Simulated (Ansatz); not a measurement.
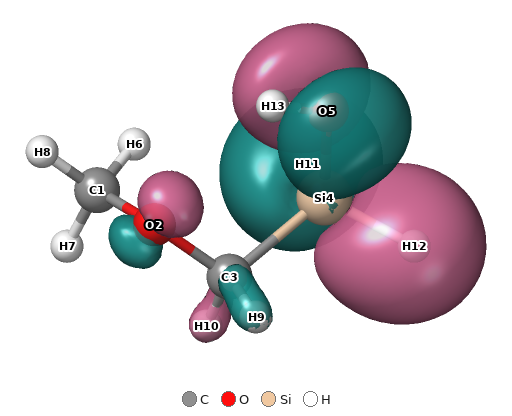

C2H8O2Si (SMILES COC[SiH2]O). The HOMO−1 at ±0.08 Å⁻³ᐟ² (teal and pink are the two phases), seen across its widest extent.

Geometry: PBE0-D4/def2-TZVP.

Method: RKS PBE0-D4/def2-TZVPP (Ansatz 0.2.0).

Input

```
crystal:
  periodic: [false, false, false]
  atoms:
    - {symbol: C, position_ang: [-1.275265, -0.830192, 0.931712]}
    - {symbol: O, position_ang: [-0.325472, 0.167143, 1.202808]}
    - {symbol: C, position_ang: [0.913849, -0.059254, 0.542659]}
    - {symbol: Si, position_ang: [0.809645, 0.481835, -1.274023]}
    - {symbol: O, position_ang: [-0.115535, 1.844803, -1.291679]}
    - {symbol: H, position_ang: [-1.511156, -0.899471, -0.139137]}
    - {symbol: H, position_ang: [-0.923803, -1.814493, 1.269239]}
    - {symbol: H, position_ang: [-2.183642, -0.571697, 1.476183]}
    - {symbol: H, position_ang: [1.649477, 0.570123, 1.052959]}
    - {symbol: H, position_ang: [1.242307, -1.100881, 0.669821]}
    - {symbol: H, position_ang: [0.204609, -0.569819, -2.138374]}
    - {symbol: H, position_ang: [2.164578, 0.788253, -1.801070]}
    - {symbol: H, position_ang: [-0.628992, 1.958850, -0.486497]}
basis:
  gaussian: {orbitals: def2-TZVPP}
hamiltonian: {xc: pbe0, dispersion: d4}
output: {orbitals: {seedname: orbitals}}
```

Launched as:

```sh
ansatz run in.yaml --threads 4 --pin off --events-out ev --progress --plain --max-ram 10444MiB
```

**What is the character of this orbital?**

Its weight (Hirshfeld) is mainly on O5 (about 40 %), Si4 (about 20 %), H11 (about 20 %) and H12 (about 15 %). Its energy is −8.58 eV.
